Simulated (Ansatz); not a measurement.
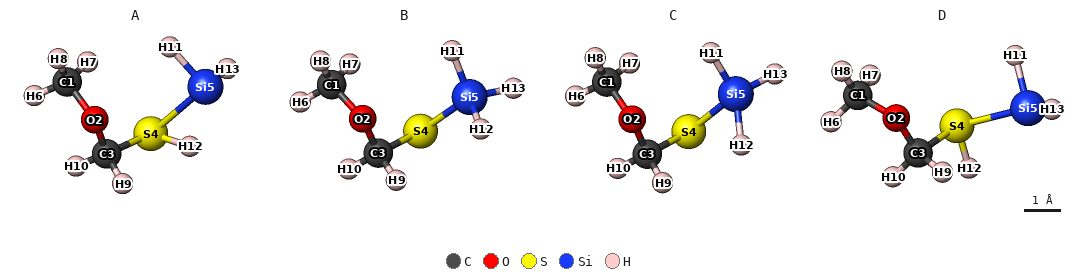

4 geometries from a converged minimum-energy path of C₂H₈OSSi, shuffled. The picture is a ball-and-stick view, seen face on.

The calculation used UKS PBE-D4/6-31G* in Ansatz. Run with 7 movable images; climbing image; force threshold 0.05 eV/Å; iteration limit 60; starting path through a guess of the saddle point.

> Which frame is the transition state?

A. In order along the path, whose images run from 0 to 8: B (image 0, 0.00 eV), C (image 3, +1.00 eV), A (image 5, +2.49 eV), D (image 8, +2.08 eV). A hydrogen atom shifts from one atom to another. Breaking: Si5–H12 (1.50 → 1.86 at the top → 2.96 Å). Forming: S4–H12 (3.02 → 1.46 at the top → 1.36 Å).

The run took 5.7 min on 2 threads of Intel(R) Xeon(R) Gold 6455B (Sapphire Rapids) (shared host), peak memory 0.23 GiB.
